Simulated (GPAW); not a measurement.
# Near-edge structure at the Li K edge of LiPb (Pm-3m), part 2 of 2

What does one-electron theory with a core hole give for the Li K edge of LiPb (Pm-3m)?

GPAW 26.7.0; X-ray absorption from dipole matrix elements to empty bands, plane-wave PAW LDA.

So far. Step 2 (The field without a hole): The mesh shows no gap, so the system is treated as a metal and the core electron is put at the Fermi level (neutral cell). Step 3 (Spectrum without a core hole, Li atom 2): Main maxima below 24 eV (height): 3.2 eV (0.80), 4.4 eV (0.72), 8.5 eV (2.38) and 20.1 eV (1.25). A K edge sees empty p states on the absorber.

The database entry behind the starting cell is an old determination (1941), so it need not match the best structure at ambient conditions.

## (5) Spectrum with XCH, Li atom 2

The holes are 6.1 Å apart. In GPAW the data set carries the hole's charge, so charge=0 means a charged cell and charge=-1 a neutral one. The excited electron is kept in the cell, where it fills the lowest empty states and screens the hole. After the field has converged, empty bands are computed with the density fixed and the dipole matrix elements are summed.

Contents of xas.py:

```python
import numpy as np
from ase import Atoms
from ase.parallel import parprint, paropen
from gpaw import GPAW, PW, FermiDirac, Mixer, MixerDif, setup_paths
from gpaw.test import gen
setup_paths.insert(0, '.')
gen('Li', name='fch1s', xcname='LDA', corehole=(1, 0, 1), write_xml=True)
from gpaw.mpi import world
world.barrier()

atoms = Atoms('Pb4Li4',
    cell=[[3.522, 3.522, 3.522],
     [-3.522, 3.522, -3.522],
     [-3.522, 3.522, 3.522]],
    scaled_positions=[[0, 0, 0],
     [0.5, 0.5, 0],
     [0, 0.5, 0.5],
     [0.5, 0, 0.5],
     [0.5, 0, 0],
     [0, 0.5, 0],
     [0.5, 0.5, 0.5],
     [0, 0, 0.5]],
    pbc=True)
atoms.calc = calc = GPAW(legacy_gpaw=True, mode=PW(500, force_complex_dtype=True), xc='LDA', setups={4: 'fch1s'},
    kpts={'size': (5, 5, 5), 'gamma': True}, occupations=FermiDirac(0.1),
    charge=-1, mixer=Mixer(0.1, 5, 50), maxiter=150,
    convergence={'density': 0.0001, 'eigenstates': 1e-6}, txt='scf.txt')
energy = atoms.get_potential_energy() + calc.get_reference_energy()
ef = calc.get_fermi_level()
out = dict(energy=energy, fermi=ef, forces=atoms.get_forces().tolist())
parprint(f'all-electron energy {energy:.4f} eV, Fermi level {ef:.4f} eV')
ev = np.array([[calc.get_eigenvalues(k, s) for k in range(len(calc.get_ibz_k_points()))] for s in range(calc.get_number_of_spins())])
out['homo'], out['lumo'], out['counts'] = ev[ev < ef].max(), ev[ev > ef].min(), sorted(set((ev < ef).sum((0, 2)).tolist()))
out['filled'] = (ev[:, 0] < ef).sum(1).tolist()

from ase.units import Ha
from gpaw.xas import dipole_matrix_elements
nb = int(calc.get_number_of_electrons() / 2) + 107
top, nb = nb, nb + 8 + nb // 12
nscf = calc.fixed_density(kpts={'size': (6, 6, 6), 'gamma': True}, nbands=nb,
    convergence={'bands': top, 'eigenstates': 5e-3}, maxiter=60, txt='nscf.txt')
cell = atoms.cell.array
ops = [cell.T @ U.T @ np.linalg.inv(cell.T) for U in nscf.wfs.kd.symmetry.op_scc]
E = np.arange(-6, 34, 0.1)
fwhm = np.interp(E, [4, 25], [0.9, 3.5])
Y, X, zero, highest = 0, 0, 1e9, 1e9
for spin in range(nscf.get_number_of_spins()):
    wfs = nscf.wfs
    mine = wfs.bd.get_slice()  # this rank's bands
    A = dipole_matrix_elements(wfs.setups[4])
    eps = np.zeros((wfs.kd.nibzkpts, nb))
    d = np.zeros((3, A.shape[1], wfs.kd.nibzkpts, nb), complex)
    for kpt in wfs.kpt_u:
        if kpt.s == spin and 4 in kpt.P_ani:
            eps[kpt.k, mine] = kpt.eps_n * Ha
            d[:, :, kpt.k, mine] = (kpt.weight * wfs.nspins / 2) ** 0.5 * np.inner(A, kpt.P_ani[4])
    world.sum(eps)
    world.sum(d)
    T = np.einsum('amkn,bmkn->abkn', d, d.conj()).real
    T = sum(np.einsum('ai,ijkn,bj->abkn', R, T, R) for R in ops) / len(ops)
    empty = eps > ef
    zero, highest = min(zero, eps[empty].min()), min(highest, eps[:, top - 1].min())
    lines = [(eps, T, empty)] if spin == 0 else lines + [(eps, T, empty)]
for eps, T, empty in lines:
    f = np.einsum('aakn->akn', T).reshape(3, -1)
    x = eps.ravel() - zero
    w = np.interp(x, E, fwhm) / 2.35482
    g = np.exp(-0.5 * ((E[:, None] - x) / w) ** 2) / (w * (2 * np.pi) ** 0.5)
    Y = Y + (f * empty.ravel()) @ g.T
    X = X + (f * ~empty.ravel()) @ g.T
out.update(E=E.round(2).tolist(), xas=Y.tolist(), xes=X.tolist(), zero=zero, valid=highest - zero, nk=len(eps), nb=nb)
for i in range(0, len(E), 10):
    parprint(f'{E[i]:7.2f}', *(f'{v:10.3e}' for v in Y[:, i]))
import json
with paropen('out.json', 'w') as f:
    json.dump(out, f)
```

Command:

```bash
$ OMP_NUM_THREADS=1 mpirun -n 4 gpaw python xas.py
```

Numbers of over 12 decimals in the logs are rounded to 6 here.

Log:

```text
Input parameters:
  charge: -1
  convergence: {density: 0.0001,
                eigenstates: 1e-06}
  kpts: {gamma: True,
         size: (5, 5, 5)}
  maxiter: 150
  mixer: {backend: pulay,
          beta: 0.1,
          method: separate,
          nmaxold: 5,
          weight: 50}
  mode: {ecut: 500.0,
         force_complex_dtype: True,
         name: pw}
  occupations: {fixmagmom: False,
                name: fermi-dirac,
                width: 0.1}
  setups: {4: fch1s}

Initialize ...

[... PAW data sets ...]

Reference energy: -2268614.781109  # eV

Spin-paired calculation

[... convergence settings ...]
Symmetries present (total): 12
  [... symmetry matrices ...]

125 k-points: 5 x 5 x 5 Monkhorst-Pack grid
19 k-points in the irreducible part of the Brillouin zone
       k-points in crystal coordinates                weights
   0:     0.00000000    0.00000000    0.00000000          1/125
   1:     0.00000000    0.20000000    0.20000000          6/125
   2:     0.00000000    0.40000000   -0.20000000          6/125
   3:     0.00000000    0.40000000    0.20000000          6/125
   4:     0.00000000    0.40000000    0.40000000          6/125
   5:     0.20000000   -0.40000000    0.40000000          2/125
   6:     0.20000000    0.00000000    0.20000000          6/125
   7:     0.20000000    0.20000000    0.20000000          6/125
   8:     0.20000000    0.20000000    0.40000000         12/125
   9:     0.20000000    0.40000000   -0.20000000          6/125
          ...
  18:     0.40000000    0.40000000    0.40000000          6/125

Wave functions: Plane wave expansion
  Cutoff energy: 500.000 eV
  Number of coefficients (min, max): 4417, 4463
  Pulay-stress correction: 0.000000 eV/Ang^3 (de/decut=0.000000)
  Using FFTW library
  Wavefunction extrapolation:
    Improved wavefunction reuse through dual PAW basis

Occupation numbers: Fermi-Dirac:
  width: 0.1000  # eV

Eigensolver
   Davidson(niter=2)

Densities:
  Coarse grid: 32*32*32 grid
  Fine grid: 64*64*64 grid
  Total Charge: 0.000000

Density mixing:
  Method: separate
  Backend: pulay
  Linear mixing parameter: 0.1
  old densities: 5
  Width of damping distribution: 1.1
  Damping of long wavelength oscillations: 50

[... Hamiltonian set-up ...]
Number of atoms: 8
Number of atomic orbitals: 52
Number of bands in calculation: 41
Number of valence electrons: 61
Bands to converge: occupied

... initialized

Initializing position-dependent things.

Density initialized from atomic densities
Creating initial wave functions:
  41 bands from LCAO basis set

                  Pb
               Li

             Li      Li
          Pb      Pb

                Pb
             Li

Atomic positions and initial magnetic moments

Positions:
   0 Pb     0.000000    0.000000    0.000000    ( 0.0000,  0.0000,  0.0000)
   1 Pb     0.000000    3.522000    0.000000    ( 0.0000,  0.0000,  0.0000)
   2 Pb    -3.522000    3.522000    0.000000    ( 0.0000,  0.0000,  0.0000)
   3 Pb     0.000000    3.522000    3.522000    ( 0.0000,  0.0000,  0.0000)
   4 Li     1.761000    1.761000    1.761000    ( 0.0000,  0.0000,  0.0000)
   5 Li    -1.761000    1.761000   -1.761000    ( 0.0000,  0.0000,  0.0000)
   6 Li    -1.761000    5.283000    1.761000    ( 0.0000,  0.0000,  0.0000)
   7 Li    -1.761000    1.761000    1.761000    ( 0.0000,  0.0000,  0.0000)

Unit cell:
           periodic     x           y           z      points  spacing
  1. axis:    yes    3.522000    3.522000    3.522000    32     0.1557
  2. axis:    yes   -3.522000    3.522000   -3.522000    32     0.1557
  3. axis:    yes   -3.522000    3.522000    3.522000    32     0.1557

  Lengths:   6.100283   6.100283   6.100283
  Angles:   70.528779  70.528779 109.471221

Effective grid spacing dv^(1/3) = 0.1747

iter:   1   -42.637573
iter:   2   -40.493054   -1.15  -1.12
iter:   3   -38.915725   -1.43  -1.30
iter:   4   -38.728560   -1.94  -1.59
iter:   5   -38.657106   -1.80  -1.73
iter:   6   -38.661391   -2.98  -2.28
iter:   7   -38.656840c  -2.71  -2.18
iter:   8   -38.643157c  -3.39  -2.47
iter:   9   -38.641899c  -4.66  -2.93
iter:  10   -38.642587c  -5.15  -2.80
iter:  11   -38.642811c  -4.79  -3.12
iter:  12   -38.642817c  -5.34  -3.78
iter:  13   -38.642808c  -5.37  -3.79
iter:  14   -38.642815c  -5.69  -3.38
iter:  15   -38.642814c  -6.73c -4.56c

Converged after 15 iterations.

Dipole moment: (0.000000, -0.000000, 0.000000) |e|*Ang

Energy contributions relative to reference atoms: (reference = -2268614.781109)

Kinetic:        +36.171782
Potential:      -38.003466
External:        +0.000000
XC:             -36.899965
Entropy (-ST):   -0.083804
Local:           +0.130736
SIC:             +0.000000
--------------------------
Free energy:    -38.684716
Extrapolated:   -38.642814

Showing only first 2 kpts
 Kpt  Band  Eigenvalues  Occupancy
  0    28      2.86106    2.00000
  0    29      2.86106    2.00000
  0    30      5.84728    0.55935
  0    31      7.51229    0.00000

  1    28      3.20321    2.00000
  1    29      3.55524    2.00000
  1    30      6.20927    0.02059
[...]
Fermi level: 5.75267

No gap
No difference between direct/indirect transitions

Forces in eV/Ang:
  0 Pb   -0.00000   -0.00000   -0.00000
  1 Pb   -0.00000    0.00000    0.00000
  2 Pb    0.00000    0.00000    0.00000
  3 Pb    0.00000   -0.00000    0.00000
  4 Li    0.00000   -0.00000   -0.00000
  5 Li   -0.00000    0.00000   -0.00000
  6 Li   -0.00000   -0.00000    0.00000
  7 Li    0.00000   -0.00000   -0.00000
Scalar-relativistic atomic LDA calculation for Li (Lithium, Z=3)
Core hole in 1s state (1s occupation: 1.0)
300 radial gridpoints.
|------------------------------------------------|
|------------------------------------------------|
[... the atom generator's iteration count ...]

Energy contributions:
-------------------------
Kinetic:       +4.802428
XC:            -0.868730
Potential:     -8.792701
-------------------------
Total:         -4.859003

state      eigenvalue         ekin         rmax
-----------------------------------------------
1s^1.0 :    -3.111117     4.172383        0.342
2s^1.0 :    -0.451969     0.630045        2.146
2p^0.0 :    -0.373048     0.566752        1.896
-----------------------------------------------
(units: Bohr and Hartree)

Generating PAW setup
Kinetic energy of the core from tauc = 4.172937
Cutoffs:
rc(s)=2.000
rc(p)=2.000
rc(d)=2.000
rc(vbar)=1.800
rc(comp)=2.000
rc(nct)=2.000

Kinetic energy of the core states: 4.172383
Charge: 1.0
Core electrons: 1.0
Valence electrons: 1.0
Pseudo-core charge: 0.040575
Shape function alpha=2.500
Pseudo-electron charge 1.068451
state    eigenvalue         norm
--------------------------------
2s(1) :    -0.451969     1.027876
*s    :     0.548031
2p(0) :    -0.373048     0.945113
*p    :     0.626952
*d    :     0.000000
--------------------------------

Diagonalizing with gridspacing h=0.050

state   all-electron     PAW
-------------------------------
2s:      -0.451969    -0.451984
2p:      -0.373048    -0.373160
*d:                   -0.093511
*f:                   -0.020693
-------------------------------
all-electron energy -2268653.4239 eV, Fermi level 5.7527 eV
[...]
31.00  8.467e-04  8.467e-04  8.467e-04
  32.00  6.857e-04  6.857e-04  6.857e-04
  33.00  6.380e-04  6.380e-04  6.380e-04
```

Wall time 57 s (4 MPI ranks of AMD EPYC 9R14 (Zen 4), shared host); peak memory 0.42 GiB.

The Li K spectrum, Li atom 2, excited-electron core hole (neutral cell) (energy from the lowest empty level; intensity scaled to a mean of 1 over the first 20 eV):

```tsv
E (eV)	intensity
-2.0	0.00
-0.5	0.03
1.0	1.39
2.5	1.02
4.0	1.11
5.5	3.23
7.0	1.31
8.5	0.58
10.0	0.39
11.5	0.46
13.0	0.60
14.5	0.69
16.0	0.78
17.5	0.98
19.0	0.92
20.5	0.67
22.0	0.57
23.5	0.60
25.0	0.57
26.5	0.51
28.0	0.47
29.5	0.40
31.0	0.28
```

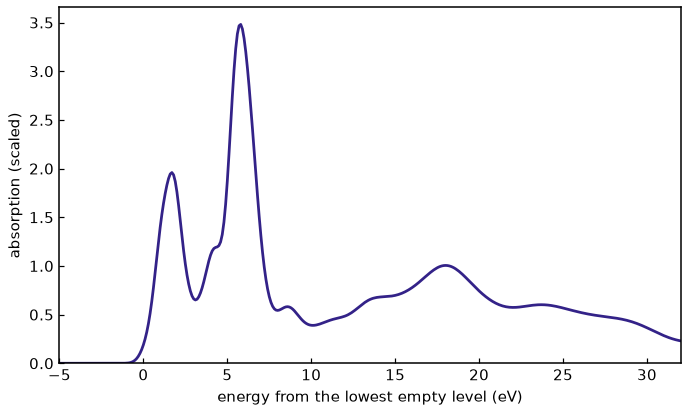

The Li K edge, Li atom 2, excited-electron core hole (neutral cell): main maxima at 1.7, 5.8 and 18.0 eV.

Main maxima below 24 eV (height): 1.7 eV (1.96), 5.8 eV (3.48) and 18.0 eV (1.01). 

The total-energy difference is 57.60 eV. One term is added: -3.34 eV, since the hole is spin-paired here and a spin-polarised one costs that much less in the free atom (computed apart). The photon energy is then 54.26 eV. The tabulated edge of the element is 54.7 eV. The functional leaves an error in such absolute values: in the free atom LDA prices this hole 1.0 eV below PBE (computed apart), and PBE is itself good to a few eV.

## (6) What the core hole does

Both curves are counted from their own zero, so only the shift of weight within the empty states shows.

```tsv
E (eV)	no hole	XCH
-2.0	0.00	0.00
-1.0	0.00	0.00
0.0	0.17	0.19
1.0	0.27	1.39
2.0	0.35	1.76
3.0	0.79	0.66
4.0	0.64	1.11
5.0	0.57	1.87
6.0	1.05	3.34
7.0	1.69	1.31
8.0	2.32	0.54
9.0	2.30	0.54
10.0	1.61	0.39
11.0	1.01	0.43
12.0	0.70	0.48
13.0	0.62	0.60
14.0	0.75	0.68
15.0	0.82	0.70
16.0	0.80	0.78
17.0	0.83	0.92
18.0	0.94	1.01
19.0	1.13	0.92
20.0	1.25	0.74
21.0	1.17	0.62
22.0	0.97	0.57
23.0	0.83	0.59
24.0	0.81	0.60
25.0	0.83	0.57
26.0	0.85	0.52
27.0	0.84	0.49
```

With each curve scaled to its own mean, the area from −2 to 6 eV with the hole is 8.8 against 3.4, and the centre of weight from −1 to 20 eV moves by -1.9 eV: the hole pulls the absorber's empty states down.

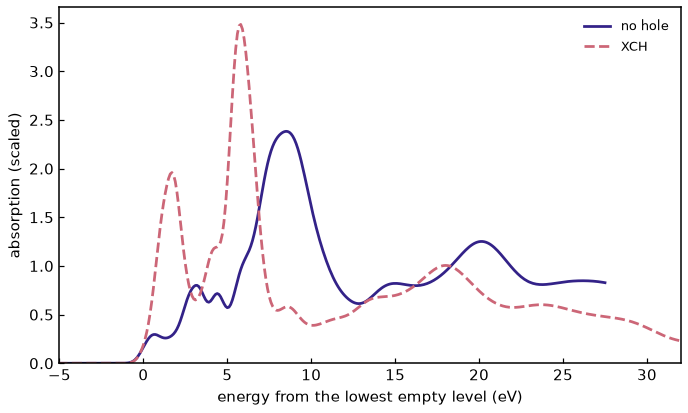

The Li K edge with and without the core hole, each from its own zero; the highest intensity below 16 eV lies at 5.8 eV with the hole.

## (7) What came out

```json
{
  "absorber and edge": "Li K, atom 2 of the ground-state input (counted from 1)",
  "surroundings": "8 Pb at 3.05 Å and 6 Li at 3.52 Å (cube and octahedron, as in bcc, site symmetry m-3m)",
  "highest intensity below 16 eV": "5.8 eV above the zero, height 3.48",
  "photon energy of the zero, with the added terms": "54.3 eV (raw 57.6 eV; LDA puts this hole about 1 eV below PBE, itself good to a few eV)"
}
```

**Reading.** The Li K edge of atom 2, with 8 Pb at 3.05 Å and 6 Li at 3.52 Å (cube and octahedron, as in bcc, site symmetry m-3m), has its highest intensity of the first 16 eV at 5.8 eV above the zero, near 60 eV in photon energy (LDA puts this hole about 1 eV below PBE, itself good to a few eV), 3.5 times the mean level of the first 20 eV (Gaussian full width 0.9 eV up to 4 eV, rising linearly to 3.5 eV at 25 eV). With each curve scaled to its own mean, the area from −2 to 6 eV with the hole is 8.8 against 3.4, and the centre of weight from −1 to 20 eV moves by -1.9 eV: the hole pulls the absorber's empty states down. The holes are only 6.1 Å apart, so the shape is probably not converged with cell size; no larger cell was run here. The structure is a published determination, not relaxed.

[Banner, clock and machine lines of the logs are left out without a mark of their own.]

[Logs are printed without paths, hosts, clocks, repeated set-up lines and the standing remarks that a program may print on its own settings, such as how far it seeks lower states.]

[Hosts, paths, dates, database ids (printed as entryN), source tags and the programs' standing remarks are cut or masked in the printed files.]

[Lists of maxima count a maximum above −3 eV only where it reaches 4 % of the highest in the window and stands out from its surroundings by 2 % of it (1.5 % where it reaches 55 %); shoulders and weaker maxima are passed over, and of the rest the first, up to two pre-edge ones and the few strongest are named.]
